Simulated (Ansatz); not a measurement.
```yaml
atoms:
  - { symbol: C, position_ang: [1.3387, -1.7345, -1.5008] }
  - { symbol: C, position_ang: [0.7808, -0.9177, -0.7967] }
  - { symbol: Ti, position_ang: [-0.1658, 0.4534, 0.3945] }
  - { symbol: O, position_ang: [-0.3652, -0.3177, 1.9893] }
  - { symbol: O, position_ang: [-1.6978, 0.8285, -0.4231] }
  - { symbol: O, position_ang: [0.8617, 1.9075, 0.5560] }
  - { symbol: H, position_ang: [1.8331, -2.4497, -2.1187] }
  - { symbol: H, position_ang: [-0.7315, -1.1479, 2.2956] }
  - { symbol: H, position_ang: [-2.6257, 0.6004, -0.4502] }
  - { symbol: H, position_ang: [0.8547, 2.7263, 0.0570] }
```

Geometry: PBE0-D4/def2-TZVP.

These are results of Ansatz 0.2.0, RKS PBE0-D4/def2-TZVPP, not measurements.

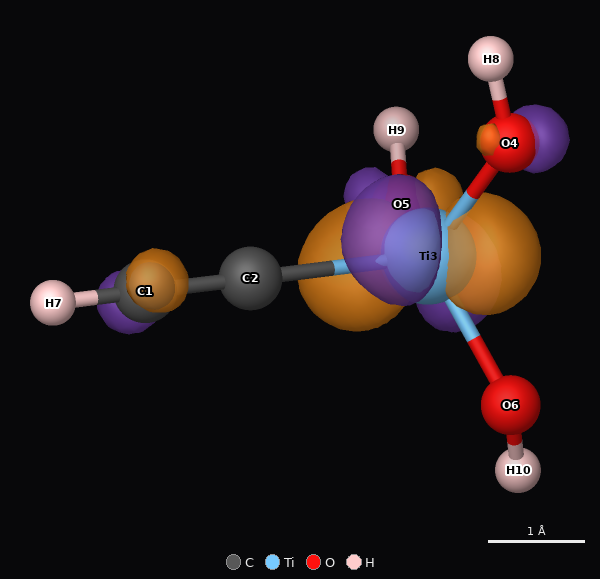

C2H4O3Ti (SMILES C#[C][Ti]([OH])([OH])[OH]). One frontier orbital at ±0.2 Å⁻³ᐟ² (orange and purple are the two phases), seen at a tilt.

> Which orbital is it: HOMO or LUMO?

The LUMO, at −1.88 eV. Its weight (Hirshfeld) is mainly on Ti3 (about 70 %), C1 (about 10 %) and O5 (about 5 %).
